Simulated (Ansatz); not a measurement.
Input

```
crystal:
  periodic: [false, false, false]
  atoms:
    - {symbol: C, position_ang: [-0.533993, -1.476862, 0.840429]}
    - {symbol: P, position_ang: [0.015884, 0.033249, -0.015970]}
    - {symbol: C, position_ang: [1.824210, -0.173167, -0.080153]}
    - {symbol: C, position_ang: [-0.486738, -0.273631, -1.739379]}
    - {symbol: Cu, position_ang: [-0.669417, 1.879958, 0.841953]}
    - {symbol: O, position_ang: [-1.149350, 3.483273, 1.481290]}
    - {symbol: H, position_ang: [-0.190620, -1.452553, 1.875714]}
    - {symbol: H, position_ang: [-0.145209, -2.373952, 0.352451]}
    - {symbol: H, position_ang: [-1.624368, -1.514627, 0.846640]}
    - {symbol: H, position_ang: [2.260874, 0.634780, -0.669204]}
    - {symbol: H, position_ang: [2.099882, -1.133033, -0.523779]}
    - {symbol: H, position_ang: [2.231864, -0.111875, 0.929981]}
    - {symbol: H, position_ang: [-0.114429, 0.531816, -2.374267]}
    - {symbol: H, position_ang: [-0.099810, -1.228613, -2.103315]}
    - {symbol: H, position_ang: [-1.575847, -0.277239, -1.804119]}
    - {symbol: H, position_ang: [-1.842914, 3.452467, 2.141729]}
basis:
  gaussian: {orbitals: def2-TZVPP}
hamiltonian: {xc: pbe0, dispersion: d4}
output: {orbitals: {seedname: orbitals}}
```

Run with:

```sh
ansatz run in.yaml --threads 2 --pin off --events-out ev --progress --plain --max-ram 22528MiB --backend cuda --devices 0, --max-vram 18GiB
```

Geometry: PBE0-D4/def2-TZVP.

Level of theory: RKS PBE0-D4/def2-TZVPP in Ansatz 0.2.0.

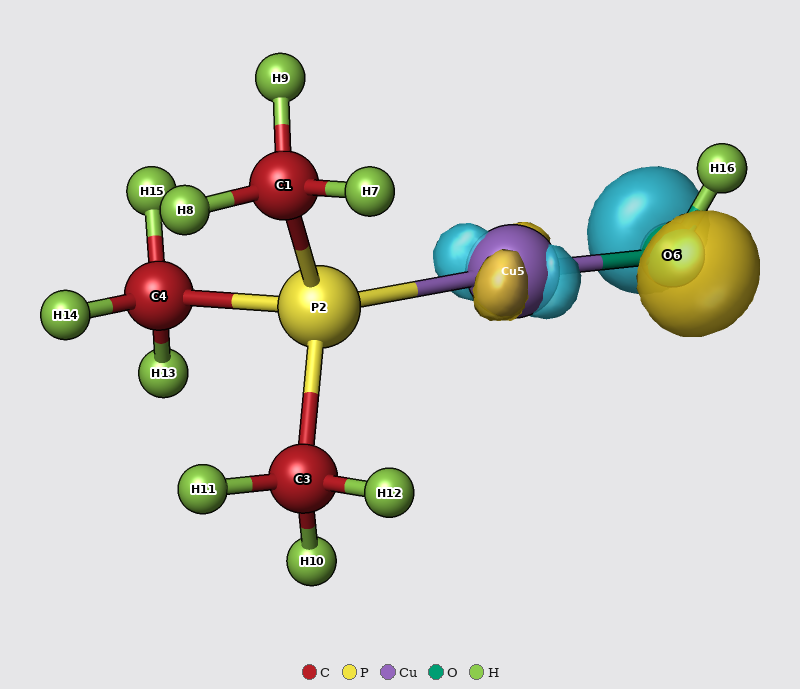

C3H10CuOP. The HOMO at ±0.3 Å⁻³ᐟ² (yellow and cyan are the two phases), seen at a tilt.

**Where does this orbital lie, and at what energy?**

It lies mainly on O6 (about 65 %) and Cu5 (about 30 %). Its energy is −5.85 eV.
